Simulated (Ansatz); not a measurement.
**Si19H28 ring sphere (Si₁₉H₂₆O): a spread of methods and bases**

How do the results and run time of Si19H28 ring sphere (Si₁₉H₂₆O) respond when the settings are drawn wide?

Method: the settings change from run to run; program: Ansatz 0.2.0, Gaussian basis.

**1. The relaxed structure**

The geometry comes from an earlier relaxation with PBE-D4/def2-SVP; it is a stationary point, not always the lowest conformer.

46 atoms, charge 0, spin multiplicity 1.

Atoms are counted from 1 here; the program's logs count them from 0.

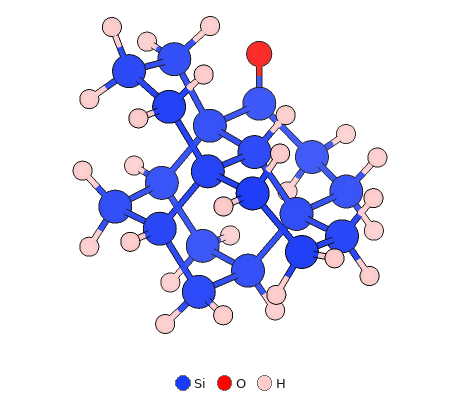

The geometry (silicon blue, oxygen red, hydrogen pink).

**2. revPBE/def2-SVPD**

Set apart from the defaults: atoms shaken by 0.15 Å, density fitting with def2-universal-jkfit, D4 dispersion.

Contents of in.yaml:

```yaml
crystal:
  periodic: [false, false, false]
  atoms:
    - {symbol: Si, position_ang: [-3.544225, -1.013599, -2.081588]}
    - {symbol: Si, position_ang: [-3.623432, 2.001302, 1.035097]}
    - {symbol: Si, position_ang: [-0.401199, -3.497676, -2.062197]}
    - {symbol: Si, position_ang: [-0.755996, -0.564123, 1.110480]}
    - {symbol: Si, position_ang: [1.934034, -3.661530, 0.938224]}
    - {symbol: Si, position_ang: [2.021867, -0.583285, -1.973759]}
    - {symbol: Si, position_ang: [1.686553, -0.840869, 3.511012]}
    - {symbol: Si, position_ang: [-0.579303, 1.792814, -1.899471]}
    - {symbol: Si, position_ang: [2.180305, 1.943975, 0.834379]}
    - {symbol: Si, position_ang: [-0.718753, 2.157364, 3.415416]}
    - {symbol: Si, position_ang: [-2.423089, -2.321084, -2.998851]}
    - {symbol: Si, position_ang: [-2.143363, 0.750751, -0.542908]}
    - {symbol: Si, position_ang: [-2.199116, 3.068660, 2.248541]}
    - {symbol: Si, position_ang: [0.799594, 0.714117, -3.190436]}
    - {symbol: Si, position_ang: [0.629600, -1.874783, -0.468287]}
    - {symbol: Si, position_ang: [0.150821, 0.983278, 1.952434]}
    - {symbol: Si, position_ang: [3.080704, -2.112235, 2.627368]}
    - {symbol: Si, position_ang: [3.497987, 0.793264, -0.661475]}
    - {symbol: Si, position_ang: [0.604603, 3.419098, -0.664187]}
    - {symbol: O, position_ang: [1.693247, -0.896209, 5.032764]}
    - {symbol: H, position_ang: [-4.465235, 0.016393, -2.625619]}
    - {symbol: H, position_ang: [-4.272958, -1.370932, -0.924287]}
    - {symbol: H, position_ang: [-4.193635, 0.876601, 1.702849]}
    - {symbol: H, position_ang: [-4.524065, 2.915213, 0.004958]}
    - {symbol: H, position_ang: [-1.436277, -4.548307, -0.752748]}
    - {symbol: H, position_ang: [0.178366, -4.330677, -2.893436]}
    - {symbol: H, position_ang: [-1.568353, -1.730932, 1.743684]}
    - {symbol: H, position_ang: [0.889829, -4.463420, 1.612165]}
    - {symbol: H, position_ang: [2.834113, -4.178920, 0.064033]}
    - {symbol: H, position_ang: [2.678322, -1.606840, -2.927610]}
    - {symbol: H, position_ang: [-1.554096, 2.850532, -2.910423]}
    - {symbol: H, position_ang: [2.953720, 2.913408, 1.607557]}
    - {symbol: H, position_ang: [-1.489439, 0.897419, 4.188544]}
    - {symbol: H, position_ang: [0.023271, 2.765096, 4.189982]}
    - {symbol: H, position_ang: [-3.335966, -3.240843, -3.575541]}
    - {symbol: H, position_ang: [-1.647053, -1.660444, -4.267602]}
    - {symbol: H, position_ang: [-3.424951, 3.811089, 3.377456]}
    - {symbol: H, position_ang: [-1.664374, 4.506691, 1.601005]}
    - {symbol: H, position_ang: [-0.349162, -0.285230, -4.311041]}
    - {symbol: H, position_ang: [1.617577, 1.399143, -4.000384]}
    - {symbol: H, position_ang: [4.360211, -1.754482, 1.632980]}
    - {symbol: H, position_ang: [3.836266, -3.118195, 3.456592]}
    - {symbol: H, position_ang: [4.269436, -0.082485, 0.501023]}
    - {symbol: H, position_ang: [3.913519, 1.485144, -1.545537]}
    - {symbol: H, position_ang: [-0.136654, 4.443465, 0.026971]}
    - {symbol: H, position_ang: [1.654013, 4.174412, -1.457505]}
basis:
  gaussian: {orbitals: def2-SVPD, fitting: {mean_field: def2-universal-jkfit}}
hamiltonian: {xc: {name: revPBE}, dispersion: d4}
scf: {omitted_lower_state_checks: [starts]}
output: {forces: true}
```

Command:

```bash
$ ansatz run in.yaml --threads 2 --pin off --events-out ev --progress --plain --max-ram 22528MiB --backend cuda --devices 0, --max-vram 18GiB
```

Standard output, shortened:

```text
Functional definition: revPBE
  name "revPBE"
  cite "Zhang & Yang, Phys. Rev. Lett. 80, 890 (1998) doi:10.1103/PhysRevLett.80.890"
  cite "Perdew, Burke & Ernzerhof, Phys. Rev. Lett. 77, 3865 (1996) doi:10.1103/PhysRevLett.77.3865"
[...]
2977 factors; integrals over basis functions are off by at most 4.1e-1 eV
[...]
mean field -152054.31697413 eV, -5587.8930826815 hartree, gradient 4.0e-5 eV, S^2 0.000000; 0 other end points of the search recorded, 0 dependent functions left out
[...]
reference -152054.31713981 eV, -5587.8930887703 hartree; 150, 150 occupied and 537, 537 virtual orbitals, 2977 factors
Total energy: -152061.54640615 eV, -5588.1587594079 hartree
Atom 0 at    -3.544225    -1.013599    -2.081588 Å, force    -2.905915     7.091247     4.072620 eV/Å
Atom 1 at    -3.623432     2.001302     1.035097 Å, force    -0.593218     0.160443    -4.397110 eV/Å
Atom 2 at    -0.401199    -3.497676    -2.062197 Å, force    -5.459051     3.108299     5.944590 eV/Å
Atom 3 at    -0.755996    -0.564123     1.110480 Å, force    -3.699229    -5.627848    -4.575731 eV/Å
Atom 4 at     1.934034    -3.661530     0.938224 Å, force    -2.147233     3.788191     2.077732 eV/Å
Atom 5 at     2.021867    -0.583285    -1.973759 Å, force     1.367943    -2.298193     2.009988 eV/Å
Atom 6 at     1.686553    -0.840869     3.511012 Å, force    -2.936143     3.735309    -1.403096 eV/Å
[...]
Atom 30 at    -1.554096     2.850532    -2.910423 Å, force     0.868081    -1.076676     0.833451 eV/Å
Atom 31 at     2.953720     2.913408     1.607557 Å, force     0.390312     0.386049     0.794624 eV/Å
Atom 32 at    -1.489439     0.897419     4.188544 Å, force     0.648810     1.397805    -0.613523 eV/Å
Atom 33 at     0.023271     2.765096     4.189982 Å, force     4.951636     4.330769     5.181290 eV/Å
Atom 34 at    -3.335966    -3.240843    -3.575541 Å, force    -1.077742    -1.482280    -0.818688 eV/Å
Atom 35 at    -1.647053    -1.660444    -4.267602 Å, force    -0.886413    -0.317616     0.947365 eV/Å
Atom 36 at    -3.424951     3.811089     3.377456 Å, force     0.965559    -0.525628    -0.661993 eV/Å
Atom 37 at    -1.664374     4.506691     1.601005 Å, force    -0.434804    -1.399954     0.355108 eV/Å
Atom 38 at    -0.349162    -0.285230    -4.311041 Å, force     1.310601     0.963151     1.196380 eV/Å
Atom 39 at     1.617577     1.399143    -4.000384 Å, force     2.238953     2.373346    -2.429560 eV/Å
Atom 40 at     4.360211    -1.754482     1.632980 Å, force    -1.379527     0.235094     0.793413 eV/Å
Atom 41 at     3.836266    -3.118195     3.456592 Å, force    -0.190500     0.128022     0.546445 eV/Å
Atom 42 at     4.269436    -0.082485     0.501023 Å, force    -0.123634     0.829541    -1.673652 eV/Å
Atom 43 at     3.913519     1.485144    -1.545537 Å, force     4.487946     6.247216    -7.174965 eV/Å
Atom 44 at    -0.136654     4.443465     0.026971 Å, force    -0.723378     0.633636     0.644810 eV/Å
Atom 45 at     1.654013     4.174412    -1.457505 Å, force    -0.133401    -0.041663    -0.252435 eV/Å
Dipole moment:     0.210668     0.137869    -0.703964 e Å
Checks for a lower state left out: starts
```

Wall time 7.5 s (1 × H100 (card shared with other runs) with 2 threads of AMD EPYC 7R13, shared host).

Largest force 11.898 eV/Å, dipole 3.59 D.

**3. PBE0/def2-TZVP**

Set apart from the defaults: density fitting with def2-universal-jkfit, a point charge of -1.00 e beside it, D4 dispersion.

Contents of in.yaml:

```yaml
crystal:
  periodic: [false, false, false]
  atoms:
    - {symbol: Si, position_ang: [-3.462916, -0.768970, -1.826152]}
    - {symbol: Si, position_ang: [-3.429505, 1.902477, 0.856326]}
    - {symbol: Si, position_ang: [-0.697811, -3.498231, -1.828713]}
    - {symbol: Si, position_ang: [-0.657877, -0.712081, 0.767981]}
    - {symbol: Si, position_ang: [1.957006, -3.510893, 0.814474]}
    - {symbol: Si, position_ang: [2.055647, -0.722668, -1.929347]}
    - {symbol: Si, position_ang: [1.932770, -0.734064, 3.502000]}
    - {symbol: Si, position_ang: [-0.697722, 1.971157, -1.947624]}
    - {symbol: Si, position_ang: [2.027018, 2.029033, 0.757335]}
    - {symbol: Si, position_ang: [-0.698313, 1.870147, 3.628798]}
    - {symbol: Si, position_ang: [-2.291695, -2.346674, -3.127549]}
    - {symbol: Si, position_ang: [-2.047656, 0.631771, -0.568453]}
    - {symbol: Si, position_ang: [-2.263842, 3.185336, 2.456670]}
    - {symbol: Si, position_ang: [0.757861, 0.694870, -3.293649]}
    - {symbol: Si, position_ang: [0.702489, -2.078982, -0.573051]}
    - {symbol: Si, position_ang: [0.662547, 0.688933, 2.120786]}
    - {symbol: Si, position_ang: [3.255441, -2.401123, 2.447155]}
    - {symbol: Si, position_ang: [3.401860, 0.695881, -0.615386]}
    - {symbol: Si, position_ang: [0.726815, 3.362176, -0.687192]}
    - {symbol: O, position_ang: [1.761069, -0.634988, 5.055205]}
    - {symbol: H, position_ang: [-4.357876, 0.069492, -2.705484]}
    - {symbol: H, position_ang: [-4.336349, -1.519927, -0.850802]}
    - {symbol: H, position_ang: [-4.310068, 0.921335, 1.592207]}
    - {symbol: H, position_ang: [-4.320945, 2.790043, 0.022408]}
    - {symbol: H, position_ang: [-1.436984, -4.372137, -0.844573]}
    - {symbol: H, position_ang: [0.145107, -4.393001, -2.703706]}
    - {symbol: H, position_ang: [-1.510142, -1.582895, 1.661250]}
    - {symbol: H, position_ang: [0.974122, -4.385626, 1.554332]}
    - {symbol: H, position_ang: [2.838250, -4.403829, -0.024516]}
    - {symbol: H, position_ang: [2.932052, -1.602741, -2.788959]}
    - {symbol: H, position_ang: [-1.584869, 2.819584, -2.828041]}
    - {symbol: H, position_ang: [2.882000, 2.903288, 1.643227]}
    - {symbol: H, position_ang: [-1.438554, 0.855673, 4.459575]}
    - {symbol: H, position_ang: [0.155922, 2.728128, 4.523712]}
    - {symbol: H, position_ang: [-3.270613, -3.346028, -3.699320]}
    - {symbol: H, position_ang: [-1.609679, -1.656635, -4.279722]}
    - {symbol: H, position_ang: [-3.266537, 3.774156, 3.421676]}
    - {symbol: H, position_ang: [-1.560107, 4.327314, 1.770368]}
    - {symbol: H, position_ang: [0.010362, -0.089358, -4.340626]}
    - {symbol: H, position_ang: [1.693889, 1.648472, -4.000624]}
    - {symbol: H, position_ang: [4.431690, -1.723071, 1.790985]}
    - {symbol: H, position_ang: [3.757175, -3.368336, 3.488539]}
    - {symbol: H, position_ang: [4.380183, -0.095447, 0.214177]}
    - {symbol: H, position_ang: [4.188086, 1.603280, -1.531086]}
    - {symbol: H, position_ang: [-0.041721, 4.403258, 0.084135]}
    - {symbol: H, position_ang: [1.662421, 4.071943, -1.638734]}
basis:
  gaussian: {orbitals: def2-TZVP, fitting: {mean_field: def2-universal-jkfit}, point_charges: [{charge: -1.00, position_ang: [7.660, -0.101, -0.398]}]}
hamiltonian: {xc: {name: PBE0}, dispersion: d4}
output: {forces: true}
```

Launched as before.

Standard output, shortened:

```text
Functional definition: PBE0
  name "PBE0"
  cite "Adamo & Barone, J. Chem. Phys. 110, 6158 (1999) doi:10.1063/1.478522"
  cite "Perdew, Burke & Ernzerhof, Phys. Rev. Lett. 77, 3865 (1996) doi:10.1103/PhysRevLett.77.3865"
  parent pbe
[...]
2977 factors; integrals over basis functions are off by at most 8.8e-1 eV
[...]
mean field -152091.37012980 eV, -5589.2547610368 hartree, gradient 5.5e-5 eV, S^2 0.000000; 0 other end points of the search recorded, 0 dependent functions left out
[...]
reference -152091.37021177 eV, -5589.2547640492 hartree; 150, 150 occupied and 740, 740 virtual orbitals, 2977 factors
Total energy: -152094.24016485 eV, -5589.3602328794 hartree
Atom 0 at    -3.462916    -0.768970    -1.826152 Å, force    -0.100297     0.020775     0.027387 eV/Å
Atom 1 at    -3.429505     1.902477     0.856326 Å, force    -0.106464    -0.025651    -0.024909 eV/Å
[...]
Atom 36 at    -3.266537     3.774156     3.421676 Å, force     0.179554    -0.097882    -0.207248 eV/Å
Atom 37 at    -1.560107     4.327314     1.770368 Å, force    -0.174770    -0.240519     0.153214 eV/Å
Atom 38 at     0.010362    -0.089358    -4.340626 Å, force     0.122886     0.213692     0.193868 eV/Å
Atom 39 at     1.693889     1.648472    -4.000624 Å, force    -0.237984    -0.197416     0.147607 eV/Å
Atom 40 at     4.431690    -1.723071     1.790985 Å, force    -0.315250    -0.141399     0.160890 eV/Å
Atom 41 at     3.757175    -3.368336     3.488539 Å, force    -0.172307     0.187988    -0.212455 eV/Å
Atom 42 at     4.380183    -0.095447     0.214177 Å, force    -0.317529     0.187936    -0.202942 eV/Å
Atom 43 at     4.188086     1.603280    -1.531086 Å, force    -0.319336    -0.186464     0.197756 eV/Å
Atom 44 at    -0.041721     4.403258     0.084135 Å, force     0.127758    -0.190567    -0.213448 eV/Å
Atom 45 at     1.662421     4.071943    -1.638734 Å, force    -0.232316    -0.145577     0.197711 eV/Å
Dipole moment:     1.301243    -0.006218    -0.996886 e Å
```

Run time: 12 s. Hardware: 1 × H100 (card shared with other runs) with 2 threads of AMD EPYC 7R13, shared host; peak host memory 2.1 GiB.

Largest force 1.754 eV/Å, dipole 7.87 D.

**4. BLYP/def2-TZVP**

This run has charge -1, multiplicity 2, density fitting with def2-universal-jkfit, the search for lower states set to light.

Changes to in.yaml since step 3:

```diff
@@ -50,4 +50,7 @@
 basis:
-  gaussian: {orbitals: def2-TZVP, fitting: {mean_field: def2-universal-jkfit}, point_charges: [{charge: -1.00, position_ang: [7.660, -0.101, -0.398]}]}
-hamiltonian: {xc: {name: PBE0}, dispersion: d4}
+  gaussian: {orbitals: def2-TZVP, fitting: {mean_field: def2-universal-jkfit}}
+total_charge: -1
+magnetization: {spin_polarized: true, initial_magnetization: 1}
+hamiltonian: {xc: {name: BLYP}}
+scf: {lower_state_search: light}
 output: {forces: true}
```

Same command.

Standard output, shortened:

```text
Functional definition: BLYP
  name "BLYP"
  cite "Becke, Phys. Rev. A 38, 3098 (1988) doi:10.1103/PhysRevA.38.3098"
  cite "Lee, Yang & Parr, Phys. Rev. B 37, 785 (1988) doi:10.1103/PhysRevB.37.785"
[...]
2977 factors; integrals over basis functions are off by at most 8.8e-1 eV
[...]
mean field -152152.16095459 eV, -5591.4887826423 hartree, gradient 8.6e-6 eV, S^2 0.752504; 10 other end points of the search recorded, 0 dependent functions left out
[...]
reference -152152.16182474 eV, -5591.4888146198 hartree; 151, 150 occupied and 739, 740 virtual orbitals, 2977 factors
Total energy: -152152.16182474 eV, -5591.4888146198 hartree
Atom 0 at    -3.462916    -0.768970    -1.826152 Å, force    -0.270042     0.266266    -0.016825 eV/Å
Atom 1 at    -3.429505     1.902477     0.856326 Å, force    -0.256283     0.037711    -0.069599 eV/Å
[...]
Atom 36 at    -3.266537     3.774156     3.421676 Å, force     0.058923     0.023140    -0.162379 eV/Å
Atom 37 at    -1.560107     4.327314     1.770368 Å, force    -0.181865    -0.129682     0.121712 eV/Å
Atom 38 at     0.010362    -0.089358    -4.340626 Å, force     0.147853     0.167451     0.093305 eV/Å
Atom 39 at     1.693889     1.648472    -4.000624 Å, force    -0.168802    -0.127639     0.001966 eV/Å
Atom 40 at     4.431690    -1.723071     1.790985 Å, force     0.037284    -0.355128     0.018342 eV/Å
Atom 41 at     3.757175    -3.368336     3.488539 Å, force     0.013445     0.020306    -0.199027 eV/Å
Atom 42 at     4.380183    -0.095447     0.214177 Å, force    -0.124152     0.151834    -0.204466 eV/Å
Atom 43 at     4.188086     1.603280    -1.531086 Å, force    -0.033980    -0.147551     0.081689 eV/Å
Atom 44 at    -0.041721     4.403258     0.084135 Å, force     0.121377    -0.106471    -0.183955 eV/Å
Atom 45 at     1.662421     4.071943    -1.638734 Å, force    -0.230463     0.054276     0.035012 eV/Å
Dipole moment:    -0.619791     0.329198    -1.754368 e Å
```

Run time: 42 s. Hardware: 1 × H100 (card shared with other runs) with 2 threads of AMD EPYC 7R13, shared host; peak host memory 2.2 GiB.

Largest force 0.904 eV/Å, ⟨S²⟩ 0.753.

**5. SVWN5/def2-mTZVPP**

This run has density fitting with def2-universal-jkfit, relativity set to none.

Changes to in.yaml since step 4:

```diff
@@ -50,7 +50,4 @@
 basis:
-  gaussian: {orbitals: def2-TZVP, fitting: {mean_field: def2-universal-jkfit}}
-total_charge: -1
-magnetization: {spin_polarized: true, initial_magnetization: 1}
-hamiltonian: {xc: {name: BLYP}}
-scf: {lower_state_search: light}
-output: {forces: true}
+  gaussian: {orbitals: def2-mTZVPP, fitting: {mean_field: def2-universal-jkfit}}
+hamiltonian: {xc: {name: SVWN5}, pseudopotentials: {relativity: none}}
+scf: {omitted_lower_state_checks: [starts]}
```

Launched as before.

Standard output:

```text
Functional definition: SVWN5
  name "SVWN5"
  cite "Dirac, Proc. Camb. Phil. Soc. 26, 376 (1930) doi:10.1017/S0305004100016108"
  cite "Slater, Phys. Rev. 81, 385 (1951) doi:10.1103/PhysRev.81.385"
  cite "Vosko, Wilk & Nusair, Can. J. Phys. 58, 1200 (1980) doi:10.1139/p80-159"
  exchange = slater_x
  correlation = vwn5_c
these checks for a lower state are left out or cut short: starts
2977 factors; integrals over basis functions are off by at most 8.8e-1 eV
mean field evaluation 1: about -151524.8792 eV, gradient 8.1e1 eV
mean field evaluation 2: about -151319.8598 eV, gradient 1.9e2 eV
mean field evaluation 4: about -151536.6480 eV, gradient 3.6e1 eV
mean field evaluation 8: about -151540.6267 eV, gradient 1.8e0 eV
mean field evaluation 16: about -151540.6221 eV, gradient 1.9e-2 eV
mean field -151540.62210472 eV, -5569.0151444257 hartree, gradient 4.0e-5 eV, S^2 0.000000; 0 other end points of the search recorded, 0 dependent functions left out
reference -151540.62221119 eV, -5569.0151483384 hartree; 150, 150 occupied and 517, 517 virtual orbitals, 2977 factors
Total energy: -151540.62221119 eV, -5569.0151483384 hartree
Checks for a lower state left out: starts
```

Wall time 4.8 s (1 × H100 (card shared with other runs) with 2 threads of AMD EPYC 7R13, shared host).

**6. The runs in one table**

```csv
level,charge,multiplicity,geometry,functions,energy (eV),time
revPBE/def2-SVPD,0,1,shaken,687,-152061.546,7.5 s
PBE0/def2-TZVP,0,1,"relaxed, point charge",890,-152094.240,12 s
BLYP/def2-TZVP,-1,2,relaxed,890,-152152.162,42 s
SVWN5/def2-mTZVPP,0,1,relaxed,667,-151540.622,4.8 s
```

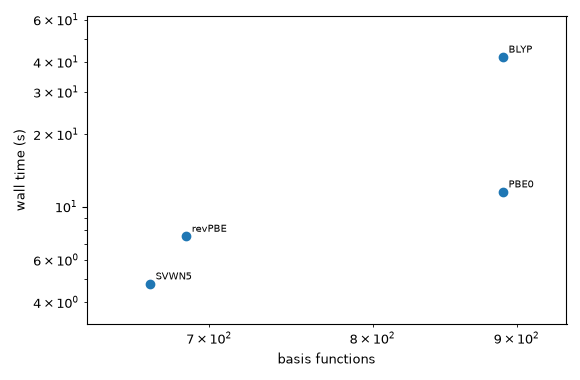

Wall time against the number of basis functions (shared host).

**7. What came out**

| quantity | value |
| --- | --- |
| runs | 4 |
| quickest | SVWN5/def2-mTZVPP, 4.8 s |
| slowest | BLYP/def2-TZVP, 42 s |

**Reading.** The runs differ in state or geometry as well as level, so their energies can't be set against each other. BLYP/def2-TZVP took 9 times as long as SVWN5/def2-mTZVPP. The jobs differ in tasks and options as well as level.
